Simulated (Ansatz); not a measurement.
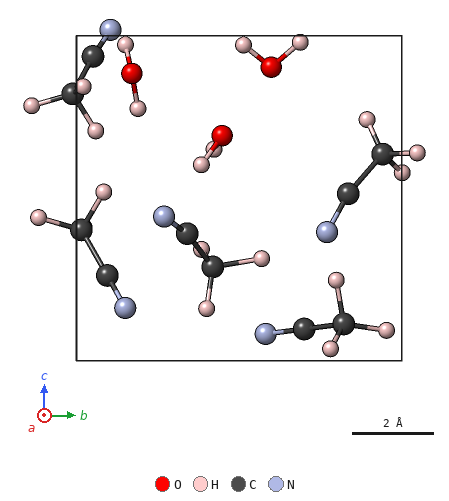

Starting frame of a dynamics run of a periodic cell with 3 H2O + 5 CH3CN at 0.82 g/cm³. It starts from the last geometry of an earlier run, with fresh velocities. Style: ball-and-stick. Shown: the simulation cell, along the a axis.

Level of theory: Ansatz 0.2.0, DFT PBE, scalar-relativistic, plane waves, PAW.

Input file:
```yaml
accuracy: low
crystal:
  lattice:
    - [8.067143, 0.0, 0.0]
    - [0.0, 8.067143, 0.0]
    - [0.0, 0.0, 8.067143]
  atoms:
    - { symbol: O, position: [0.73738394, 0.44387053, 0.68843215] }
    - { symbol: H, position: [0.61334965, 0.41890357, 0.64653756] }
    - { symbol: H, position: [0.78606476, 0.3800385, 0.59888539] }
    - { symbol: O, position: [0.41558663, 0.59476654, 0.8989766] }
    - { symbol: H, position: [0.46165395, 0.68406311, 0.97549029] }
    - { symbol: H, position: [0.45185594, 0.509558, 0.96706256] }
    - { symbol: O, position: [0.04613482, 0.16630294, 0.87970751] }
    - { symbol: H, position: [-0.0386634, 0.14664024, 0.96797621] }
    - { symbol: H, position: [-0.01370229, 0.18507319, 0.77174063] }
    - { symbol: C, position: [0.5848458, 0.0110549, 0.39866238] }
    - { symbol: C, position: [0.66537041, 0.09088052, 0.25866963] }
    - { symbol: "N", position: [0.75188918, 0.14592794, 0.15871968] }
    - { symbol: H, position: [0.63977034, 0.0798964, 0.51510254] }
    - { symbol: H, position: [0.44889199, 0.01945572, 0.40669644] }
    - { symbol: H, position: [0.63180052, -0.12060985, 0.43656958] }
    - { symbol: C, position: [0.18140361, 0.93727387, 0.63173958] }
    - { symbol: C, position: [0.2732821, 0.83156718, 0.50979087] }
    - { symbol: "N", position: [0.33153059, 0.76648987, 0.39191932] }
    - { symbol: H, position: [0.27040688, 1.04392415, 0.63548718] }
    - { symbol: H, position: [0.08038171, 0.99747222, 0.57445516] }
    - { symbol: H, position: [0.12834143, 0.88948241, 0.7378121] }
    - { symbol: C, position: [0.12397429, 0.41510336, 0.28485365] }
    - { symbol: C, position: [0.23476677, 0.33640892, 0.38715187] }
    - { symbol: "N", position: [0.3460274, 0.26533208, 0.43967561] }
    - { symbol: H, position: [0.15646031, 0.39624651, 0.1566048] }
    - { symbol: H, position: [0.00662849, 0.3803662, 0.33889359] }
    - { symbol: H, position: [0.11664241, 0.56532197, 0.31025888] }
    - { symbol: C, position: [0.9757403, 0.81788525, 0.10950939] }
    - { symbol: C, position: [0.84159541, 0.69596695, 0.09396759] }
    - { symbol: "N", position: [0.75855966, 0.57769702, 0.07886187] }
    - { symbol: H, position: [0.92701686, 0.94931826, 0.08984056] }
    - { symbol: H, position: [0.99599207, 0.79481367, 0.24405868] }
    - { symbol: H, position: [1.09154568, 0.77704042, 0.03303572] }
    - { symbol: C, position: [0.56557653, -0.01539619, 0.81688678] }
    - { symbol: C, position: [0.45159826, 0.04678402, 0.93213887] }
    - { symbol: "N", position: [0.34782448, 0.10057796, 1.01373792] }
    - { symbol: H, position: [0.55327846, -0.14174029, 0.78035662] }
    - { symbol: H, position: [0.53671888, 0.05529854, 0.70310029] }
    - { symbol: H, position: [0.6923401, 0.01653807, 0.83915935] }
basis:
  ecutwfc: 420.0
kpoints:
  mp_grid: { grid: [1, 1, 1] }
hamiltonian:
  xc: pbe
scf:
  occupations: { method: fermi_dirac, width: 0.05 }
  lower_state_search: "off"
md:
  timestep: 0.75
  n_steps: 400
  ensemble: nve
  temperature: 1000.0
  initial_velocities: maxwell_boltzmann
  seed: 983376
  masses: [{ species: H, mass: 2.014 }]
```

Launched with:
```bash
ansatz run input.yaml --threads 1 --pin off --max-ram 3072MiB --backend cpu --events-out ev --progress --plain --runs-dir out
```

### Predict how the run goes.

The mean temperature in the second half is 1006 K (standard deviation 64 K). The potential energy in the second half lies on average 0.7 meV per atom below the first frame. In the second half of the run the atoms are, in the root-mean-square, this far from where they began (common drift taken out): H 2.18 Å, N 1.77 Å, O 1.63 Å, C 1.29 Å. The molecules turn and drift from their places. The total energy stays between −0.3 and 0.48 meV per atom of its start. A straight-line fit has a slope that amounts to −0.00087 meV per atom over 300 fs (under 0.1 % of the mean kinetic energy), and the ripple about it is 1.5 % of the kinetic energy's fluctuation. With a drift under 2 % and a ripple under 7 %, the integration is accurate.

Along the run (each row but the first and the last is the mean over the interval that it begins):

| time (fs) | potential energy (meV/atom) | T (K) |
| --- | --- | --- |
| 0.0 | 0.0 | 1000 |
| 30.0 | 2.4 | 981 |
| 60.0 | 2.0 | 985 |
| 90.0 | -1.7 | 1014 |
| 120.0 | -5.5 | 1044 |
| 150.0 | 5.3 | 958 |
| 180.0 | -2.5 | 1020 |
| 210.0 | -1.1 | 1009 |
| 240.0 | -1.3 | 1010 |
| 270.0 | -4.3 | 1034 |
| 300.0 | 11.2 | 913 |

The paths of the atoms:

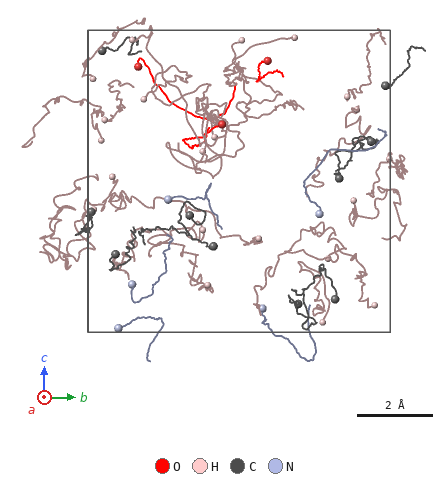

Limits of the set-up: the program's low-accuracy preset was used; masses were changed (H 2.014 u), which shifts the vibrations; the periodic images lie only 8.1 Å apart, so the values are limited by the cell's size.
